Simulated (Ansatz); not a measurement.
# Sensitivity of the G0W0 gap of ZnInGaO4 (R3m)

A base run on ZnInGaO4 (R3m), then changed inputs.

Calculated with Ansatz 0.2.0; G0W0 on PBE, plane waves, PAW; PAW set soft_1.

## 1. The structure

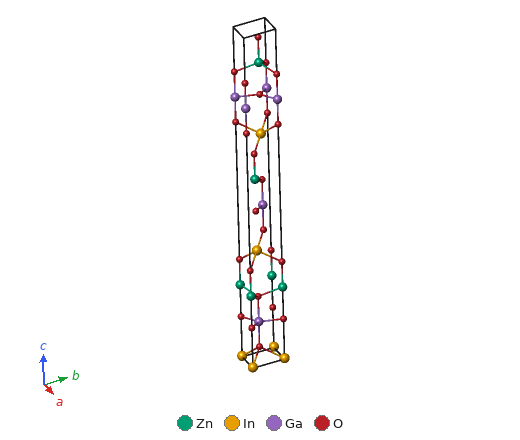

The cell as given, slightly off an axis (zinc teal, indium orange, gallium purple, oxygen red). This picture shows the conventional cell, with its axes. Bonds to atoms that aren't drawn are left out. Some periodic images of atoms are drawn too.

The cell and positions are those that the Materials Project relaxed with its own functionals (PBE, PBE+U or r2SCAN), kept fixed.

## 2. The base run: 4×4×4 mesh, 193 empty bands, screening to 100 eV, PAW set soft_1 files

G0W0 replaces the xc potential by the self-energy, built once from these orbitals. Only a window of levels is corrected, while the sums run over the empty bands that the input names. This step takes PAW set soft_1 files.

input.yaml reads:

```yaml
crystal:
  lattice:
    - [1.6803268679, 0.9701371695, 8.713405462]
    - [-1.6803268679, 0.9701371695, 8.713405462]
    - [0.0, -1.940274339, 8.713405462]
  atoms:
    - { symbol: Zn, position: [0.218382, 0.218382, 0.218382] }
    - { symbol: In, position: [0.002768, 0.002768, 0.002768] }
    - { symbol: Ga, position: [0.787034, 0.787034, 0.787034] }
    - { symbol: O, position: [0.295143, 0.295143, 0.295143] }
    - { symbol: O, position: [0.711358, 0.711358, 0.711358] }
    - { symbol: O, position: [0.121717, 0.121717, 0.121717] }
    - { symbol: O, position: [0.863599, 0.863599, 0.863599] }
kpoints:
  mp_grid: { grid: [4, 4, 4] }
hamiltonian:
  xc: pbe
  pseudopotentials: { kind: paw, azcp: { folder: soft_1 } }
scf:
  occupations: { method: fixed }
gw:
  n_empty_bands: 193
  ecut_chi: 100
  qp_bands: [v2, c2]
  qp_kpoints: band_edges
  screening: { model: contour_deformation }
```

The run is started by

```sh
ansatz run input.yaml --threads 2 --pin off --max-ram 92160MiB --backend cuda --events-out ev --progress --plain --runs-dir out --devices 1 --max-vram 13GiB
```

Numbers of over 12 decimals in the logs are rounded to 6 here.

The program printed:

```text
GPUs: using 1 of 1 available (devices: 1).
Engine: ansatz 0.2.0, x86_64-unknown-linux-gnu
Pseudopotentials: kind: paw
Pseudopotential: Zn, paw, valence charge 12, recommended cutoff 420 eV (normal), soft_1/Zn.paw.azcp
Pseudopotential: In, paw, valence charge 13, recommended cutoff 420 eV (normal), soft_1/In.paw.azcp
Pseudopotential: Ga, paw, valence charge 13, recommended cutoff 420 eV (normal), soft_1/Ga.paw.azcp
Pseudopotential: O, paw, valence charge 6, recommended cutoff 420 eV (normal), soft_1/O.paw.azcp
Functional definition: PBE
  parameter kappa = 0.804
  parameter beta = 0.066725
  exchange = pbe_x(kappa = kappa, mu = beta*pi^2/3)
  correlation = pbe_c(beta = beta)
device memory: the entry about to start is reckoned to put 3.0 GiB on a device that reports 44.9 GiB free (of which the cap on the GPU budget leaves the run 13.0 GiB)
GPU FFT provider: cuFFT
GPU libraries: cuBLAS 13.8.2, cuFFT 12.4.0, cuSOLVER 12.3.4
Crystal: 7 atoms, lattice volume = 85.225 Å³
Basis set: ecut = 420 eV, 1667 PW (Γ)
Bands: 38, of which v1, the nominal top of the filled ones, is band 31 counted from 1 (30 counted from 0)
Symmetry: 6 space group operations
Space group: R3m (ITA 160), of the structure as read, at distance tolerance 4.4e-5 Å
k-points: 13 of 64 (time reversal used)
Non-local potential: Zn, projectors of the file, l = 0: 2, l = 1: 2, l = 2: 3, l = 3: 1
Non-local potential: In, projectors of the file, l = 0: 2, l = 1: 2, l = 2: 2, l = 3: 1
Non-local potential: Ga, projectors of the file, l = 0: 2, l = 1: 2, l = 2: 3, l = 3: 1
Non-local potential: O, projectors of the file, l = 0: 2, l = 1: 2, l = 2: 1
PAW form: soft (Blöchl's): semilocal exchange-correlation on the pseudo side does not see the compensation charge
PAW one-centre angular grid: Zn, 590 points (default); XC on 64 Gauss nodes
PAW one-centre angular grid: In, 590 points (default); XC on 64 Gauss nodes
PAW one-centre angular grid: Ga, 590 points (default); XC on 64 Gauss nodes
PAW one-centre angular grid: O, 110 points (default); XC on 64 Gauss nodes
Initial density: superposition of atomic densities (chi_scale 0.1, normalization cell, long waves kept (reshape's long-wave potential 0.53 eV rms))
Initial wavefunctions: pseudopotential atomic-orbital guess
GPU buffer pool allocated for 216000 grid points (all kernels)
GPU transforms: local potential and band sums: pruned to the plane-wave sphere, on 60×60×60
Functional: x = pbe(κ = 0.804, μ = 0.219515), c = pbe(β = 0.066725)
SCF iter   1: F=—  HF=-14972.637961 eV  |F-HF|=—  |Δ(HF+E_count)|=         —  Δρ=9.65e-2  dr2=4.80e0  ethr=3.10e-3  ⟨swp⟩=4.9  Hψ=1668  notcnv=0  defer=63
preconditioner: auto → Resta (q_TF=auto, 2.587 Å⁻¹)  ε∞=4.8  [insulator: Δε(μ)=1.531 eV  Ē_g=16.275 eV  n_scr=30 (ndim 8)  ℏωp=31.7 eV  f_vac=0.002  ε∞_Penn≈4.8]
[...]
k-point 0: bands = [... 27 lower, 7.0643, 7.3043, 7.8275, 7.8275, 8.8890, 12.0206, 12.6901, 13.5844, ... 3 higher]
  k-point 1: bands = [... 27 lower, 7.0233, 7.0622, 7.3796, 7.4463, 11.4610, 12.7616, 13.6027, 15.1868, ... 3 higher]
  k-point 2: bands = [... 27 lower, 6.7318, 6.7631, 7.3092, 7.5618, 12.9316, 13.5715, 14.3035, 14.9752, ... 3 higher]
  k-point 12: bands = [... 27 lower, 7.0391, 7.0391, 7.8255, 7.8255, 10.2727, 10.6376, 12.9562, 13.8565, ... 3 higher]
--- G₀W₀: contour deformation, 7 samples at zero and on the imaginary axis and 2 off it, 64 q-points, 193 empty bands' worth ---
  eigenvalues of the whole cell's RPA ε∞ on this k-mesh (on a slab, of 1 + 4πα/V) = 5.0619, 5.7604, 5.7604; static W/v taken at q = 0 is 0.149239
  gw.qp_kpoints: band_edges: 13 of 13 stored k-points solved, in 1 pass; an edge of the gap read off the rows below is read off those points alone
  `?` marks the rows in doubt; gw_qp.tsv's column doubts and the gw_qp event give each row's grounds
    ik  band        ε_KS         Σx   Σc(E_QP)       V_xc       Z   E_QP_lin       E_QP  E_QP is
     0    30      7.8275   -33.5051     5.6445   -26.9895  0.7289     6.8849     6.9563  root ?
     0    31      7.8275   -33.5051     5.6445   -26.9895  0.7289     6.8849     6.9563  root ?
     0    32      8.8890   -11.6767    -3.1447   -15.3273  0.8001     9.4054     9.3949  root
     0    33     12.0206   -13.7843    -3.6762   -18.3136  0.7568    12.9473    12.8738  root ?
     1    30      7.3796   -29.4474     5.3290   -23.4265  0.7243     6.6563     6.6878  root
     1    31      7.4463   -31.5456     5.4450   -25.3067  0.7253     6.6033     6.6524  root
     1    32     11.4610   -13.2887    -3.4390   -17.5529  0.7747    12.3393    12.2862  root ?
     1    33     12.7616   -12.1480    -4.1420   -17.1724  0.7662    13.7238    13.6440  root ?
     2    30      7.3092   -28.5727     5.0007   -23.0003  0.7230     6.7193     6.7374  root
     2    31      7.5618   -30.5581     5.3360   -24.5129  0.7281     6.8200     6.8526  root
     2    32     12.9316   -10.3977    -4.2807   -15.4425  0.7859    13.7374    13.6957  root
     2    33     13.5715   -11.9789    -4.4414   -17.3654  0.7700    14.6284    14.5166  root ?
     3    30      7.3859   -28.6424     5.2219   -22.7920  0.7237     6.7337     6.7574  root
     3    31      7.4780   -31.1781     5.3637   -25.0556  0.7258     6.6774     6.7192  root
     3    32     11.4557   -13.0305    -3.4910   -17.3383  0.7757    12.3231    12.2724  root ?
     3    33     12.6137   -12.3441    -4.0038   -17.2149  0.7674    13.5524    13.4806  root ?
[...]
11    30      7.0121   -29.1047     5.1705   -23.2322  0.7240     6.2767     6.3102  root
    11    31      7.5315   -30.0490     5.2386   -24.1459  0.7272     6.8400     6.8671  root
    11    32     13.5348   -13.6395    -4.2207   -19.0909  0.7591    14.7228    14.7655  root ?
    11    33     14.2237   -11.8675    -4.4683   -17.4974  0.7622    15.3702    15.3853  root ?
    12    30      7.8255   -33.4640     5.6366   -26.9578  0.7290     6.8849     6.9559  root ?
    12    31      7.8255   -33.4640     5.6366   -26.9578  0.7290     6.8849     6.9559  root ?
    12    32     10.2727   -14.5391    -2.7695   -17.9471  0.7659    10.9390    10.9111  root
    12    33     10.6376   -13.4479    -3.0385   -17.1315  0.7634    11.3227    11.2827  root
[key lines of the parts left out:]
SCF converged after 12 iterations
Free energy (F): -14971.157291 eV
Fermi energy:    7.827451 eV
```

It took 21 s on 1 × NVIDIA H100 80GB HBM3 (shared by 6 runs) with 2 threads of AMD EPYC 7R13 (Zen 3), shared host; peak memory 1.3 GiB; 28 s of CPU time.

The column dr2 measures how far the density is from self-consistency, as an energy; F and HF (Harris–Foulkes) agree once it is small.

Numbers from this step:

```yaml
bands_summed: 224
rpa_eps_infinity_on_this_mesh_eigenvalues: 5.062, 5.760, 5.760
plane_waves_in_the_screening_matrix: 195
q_points_in_the_mesh: 64
g0w0_gap_on_the_mesh: 2.439 eV
k_of_the_valence_top: 0, 0, 0
k_of_the_conduction_bottom: 0, 0, 0
starting_gap_on_the_mesh: 1.062 eV
z_at_the_valence_top: 0.7289
z_at_the_conduction_bottom: 0.8001
least_direct_g0w0_gap_on_the_computed_points: 2.439 eV
```

The gap on the mesh goes from 1.06 eV to 2.44 eV, a correction of +1.38 eV. The program marks an edge row as in doubt. Between the two edge states, bare exchange in place of the xc potential would open the gap by 10.17 eV, and correlation takes back 8.79 eV.

## 3. Variant: coarser q mesh

Changes to input.yaml since step 2:

```diff
@@ -26 +26,2 @@
   screening: { model: contour_deformation }
+  q_mesh: [2, 2, 2]
```

The program printed:

```text
GPUs: using 1 of 1 available (devices: 1).
[...]
GPU FFT provider: cuFFT
GPU libraries: cuBLAS 13.8.2, cuFFT 12.4.0, cuSOLVER 12.3.4
Crystal: 7 atoms, lattice volume = 85.225 Å³
Basis set: ecut = 420 eV, 1667 PW (Γ)
Bands: 38, of which v1, the nominal top of the filled ones, is band 31 counted from 1 (30 counted from 0)
Symmetry: 6 space group operations
[...]
k-points: 13 of 64 (time reversal used)
[...]
GPU buffer pool allocated for 216000 grid points (all kernels)
[...]
SCF iter   1: F=—  HF=-14972.637961 eV  |F-HF|=—  |Δ(HF+E_count)|=         —  Δρ=9.65e-2  dr2=4.80e0  ethr=3.10e-3  ⟨swp⟩=4.9  Hψ=1668  notcnv=0  defer=63
[...]
SCF iter  12: F=-14971.157291 eV  HF=-14971.157291 eV  |F-HF|=2.64e-9  |Δ(HF+E_count)|=   1.39e-7  Δρ=8.30e-6  dr2=3.06e-8  ethr=1.61e-10  ⟨swp⟩=8.9  Hψ=1799  notcnv=0
SCF 1 converged in 12 iterations: F = -14971.157291 eV  dr2 = 3.06e-8
[...]
NSCF: frozen V_eff on 13 k-points
[...]
G₀W₀ screening: q 1/4
[... further progress lines ...]
[...]
SCF converged after 12 iterations
Free energy (F): -14971.157291 eV
[...]
Internal energy: -14971.157291 eV  (E = F + TS)
E sigma→0 (E₀):  -14971.157291 eV
Fermi energy:    7.827451 eV
[...]
--- Band table (eV; the first three rows and the last of 13) ---
  k-point 0: bands = [... 27 lower, 7.0643, 7.3043, 7.8275, 7.8275, 8.8890, 12.0206, 12.6901, 13.5844, ... 3 higher]
[...]
0    33     12.0206   -13.3010    -4.2225   -18.3136  0.7163    12.9203    12.8107  root ?
     1    30      7.3796   -29.3362     5.2815   -23.4265  0.7131     6.7155     6.7514  root
     1    31      7.4463   -31.9175     5.8223   -25.3067  0.7088     6.5808     6.6579  root ?
     1    32     11.4610   -13.0050    -3.7404   -17.5529  0.7575    12.3519    12.2685  root ?
     1    33     12.7616   -11.9387    -4.4005   -17.1724  0.7445    13.6977    13.5948  root ?
     2    30      7.3092   -29.0250     5.4065   -23.0003  0.7071     6.6567     6.6911  root
     2    31      7.5618   -30.4043     5.2440   -24.5129  0.7183     6.8762     6.9144  root
     2    32     12.9316   -10.2267    -4.4911   -15.4425  0.7654    13.7135    13.6562  root
     2    33     13.5715   -11.8902    -4.5991   -17.3654  0.7494    14.5732    14.4476  root ?
     3    30      7.3859   -28.5784     5.2114   -22.7920  0.7119     6.7833     6.8110  root
     3    31      7.4780   -31.5574     5.7422   -25.0556  0.7093     6.6516     6.7184  root ?
[...]
4    30      7.0521   -28.5063     5.1151   -22.7881  0.7122     6.4171     6.4491  root
     4    31      7.5157   -29.9523     5.3287   -23.9954  0.7150     6.8522     6.8875  root
[...]
11    30      7.0121   -29.1287     5.2356   -23.2322  0.7119     6.3090     6.3512  root
    11    31      7.5315   -30.0214     5.2566   -24.1459  0.7160     6.8789     6.9126  root
    11    32     13.5348   -13.6092    -4.0210   -19.0909  0.7452    14.6908    14.9955  root ?
    11    33     14.2237   -11.8879    -4.6871   -17.4974  0.7478    15.3114    15.1461  root ?
    12    30      7.8255   -33.9889     6.1656   -26.9578  0.7093     6.8450     6.9600  root ?
    12    31      7.8255   -33.9889     6.1656   -26.9578  0.7093     6.8450     6.9600  root ?
    12    32     10.2727   -14.2144    -3.0941   -17.9471  0.7451    10.9538    10.9113  root
    12    33     10.6376   -13.2411    -3.2824   -17.1315  0.7402    11.2904    11.2456  root
```

It took 15 s on 1 × NVIDIA H100 80GB HBM3 (shared by 6 runs) with 2 threads; peak memory 1.2 GiB.

Against the base:

```
setting  base    variant
 q mesh     -  [2, 2, 2]
```

```
                                    quantity  variant   base
                    starting gap on the mesh    1.062  1.062
                        G0W0 gap on the mesh    2.416  2.439
least direct G0W0 gap on the computed points    2.416  2.439
                        Z at the valence top    0.709  0.729
                  Z at the conduction bottom    0.780  0.800
```

## 4. Summary of results

| Item | Value |
| --- | --- |
| base | 2.44 eV, 21 s |
| coarser q mesh | 2.42 eV, 15 s |

Coarser q mesh: the gap moves by −0.02 eV; such settings are too crude to quote. All runs here use a coarse mesh and modest cutoffs; they test settings and are not final values. A d shell, filled or nearly so, lies near the gap. One-shot GW converges very slowly in bands there, not always from below, and on a semilocal start the gap tends to come out low; starts rich in exact exchange can overshoot instead. The many-body steps are scalar-relativistic: spin-orbit coupling is not in them. The program marks a band-edge row as in doubt, so the gap is less sure than its digits.

[Paths, hosts, dates, memory and timing lines, banners, echoed tables and standing remarks are left out of the program output.]

[Logs are printed without paths, hosts, clocks, repeated set-up lines and the standing remarks that a program may print on its own settings, such as how far it seeks lower states.]

[Runs of the session that timed out or met a known fault of the program may be left out.]

[Cells called generated may have been cut or substituted from an entry of the Crystallography Open Database or the Materials Project.]

[Hosts, paths, dates, database ids (printed as entryN), source tags and the programs' standing remarks are cut or masked in the printed files.]
